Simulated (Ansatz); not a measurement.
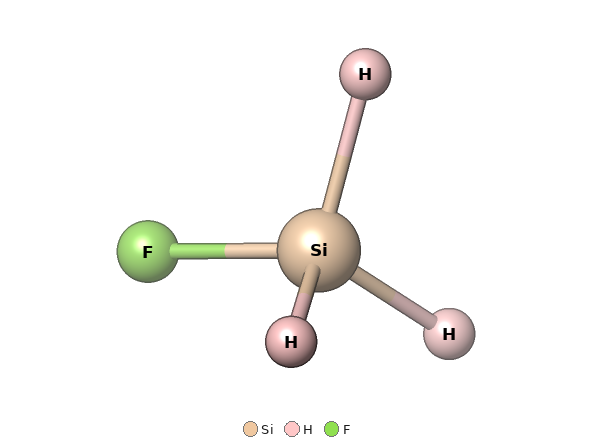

Distant atoms are faded towards the background colour. Computed geometry: PBE0-D4/def2-TZVP optimisation.

Which symmetry elements does this geometry have?

It has 1 C3 axis and 3 mirror planes, so the point group is C3v. The group has 6 operations. The geometry is achiral, and symmetry allows a dipole moment.
